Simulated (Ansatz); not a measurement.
AlH$_{6}$PSi (charge +1, doublet)

```
atom    x (Å)    y (Å)    z (Å)
  Al  -0.1006  -0.2857  -0.1819
   P  -2.6624  -0.1652   0.0276
  Si   0.6890  -1.4562   1.8746
   H   0.2270  -0.5967   3.0046
   H   2.1675  -1.5937   1.8163
   H  -0.0191  -2.7708   1.8647
   H  -3.3247  -1.0936  -0.8126
   H  -3.2357   1.0586  -0.3940
   H  -3.3036  -0.3839   1.2729
```

Geometry: PBE0-D3(BJ)/def2-SVP.

Method: isolated molecule in a Gaussian basis; Kohn-Sham density functional theory, functional PBE0 in Ansatz.

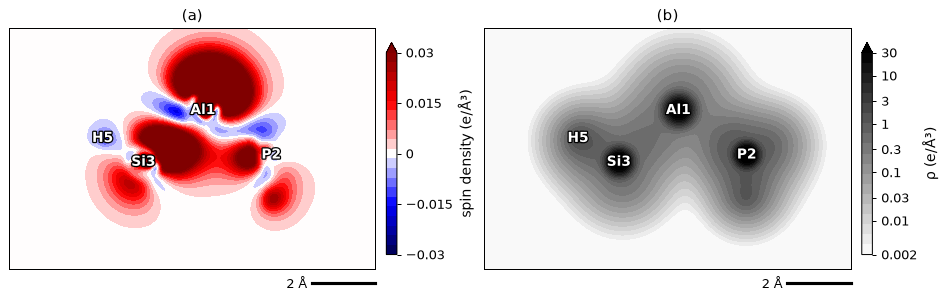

Figure 1. (a) spin density (α minus β); (b) electron density on the plane of atoms Al1, Si3 and H5.

Question: Describe what can be read from this map.

Answer: The plane passes through Al, P, Si and H nuclei. Al–Si (2.49 Å): ρ is about 0.45 e/Å³ halfway. Al–P (2.57 Å): the density is about 0.4 e/Å³ at the midpoint, with its minimum of 0.29 e/Å³ about 0.9 Å from Al. Si–H (1.49 Å): ρ is about 0.81 e/Å³ halfway. The unpaired spin (1 electron) lies mostly on Al1 (about 0.7) and Si3 (about 0.2), in electrons by Hirshfeld's partition.

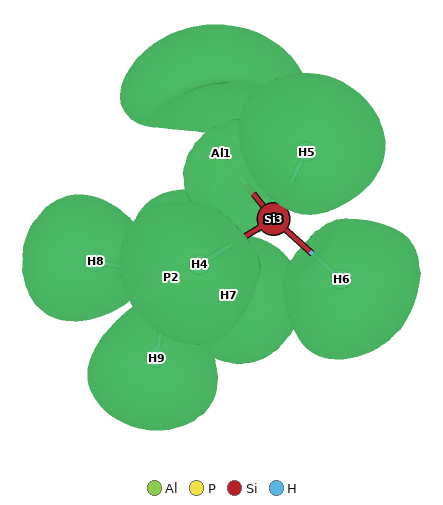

Figure 2. Isosurface of the electron localisation function at 0.8 (green), seen at an oblique angle. Only the valence region is drawn (cores and ρ < 0.01 e/Å³ removed).

Question: Where are the electrons localised?

Answer: The surface consists of one region between bonded Al–P atoms (shared pairs), one region between bonded Al–Si atoms (shared pairs), six regions around hydrogen nuclei and one lobe on Al, pointing away from the bonds (non-bonding electrons). Along the contacts the grid gives the following. Al–Si (2.49 Å): the ELF peaks at about 1 between the atoms, as expected for localised, covalent bonding. Al–P (2.57 Å): the ELF peaks at about 1 between the atoms (a shared electron pair).

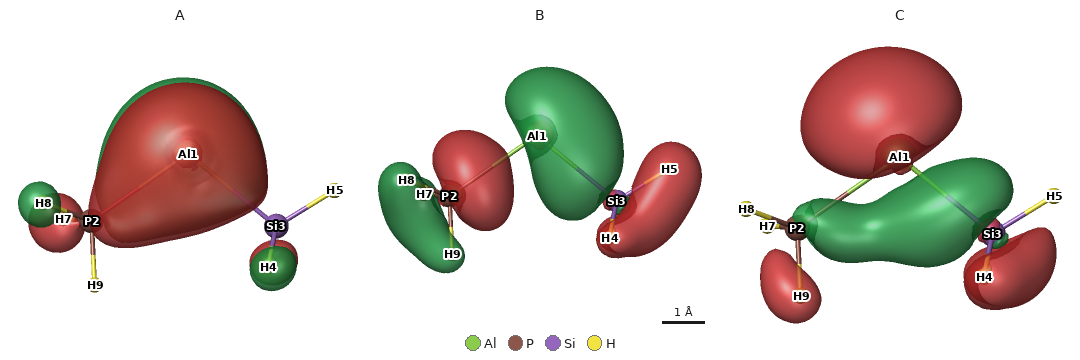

Figure 3. Three frontier orbitals at ±0.08 Å⁻³ᐟ² (green and red are the two phases), in no order.

Question: Order the three orbitals by energy and name them. All are α orbitals.

Answer: B is the HOMO−1 (α) (−12.97 eV). It lies mainly on Al1 (about 35 %), Si3 (about 25 %) and P2 (about 25 %). C is the HOMO (α) (−10.62 eV). Its weight (Hirshfeld) is mainly on Al1 (about 65 %), Si3 (about 20 %) and P2 (about 10 %). A is the LUMO (α) (−7.18 eV). By Hirshfeld shares it lies mainly on Al1 (about 70 %) and P2 (about 15 %).

Question: What is the gap between the highest occupied and lowest empty α orbitals?

Answer: 3.44 eV between the orbital energies.

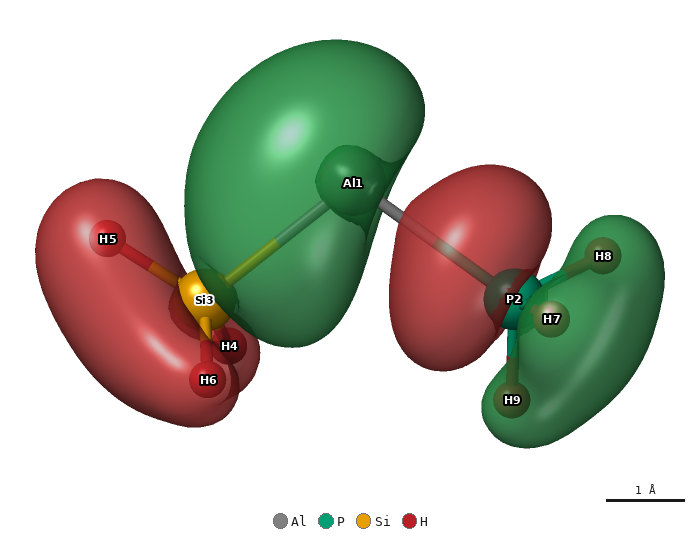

Figure 4. The HOMO−1 (α) at ±0.06 Å⁻³ᐟ² (green and red are the two phases), seen at an oblique angle.

Question: Where does this orbital lie, and at what energy?

Answer: Its weight (Hirshfeld) is mainly on Al1 (about 35 %), Si3 (about 25 %) and P2 (about 25 %). Its energy is −12.97 eV.
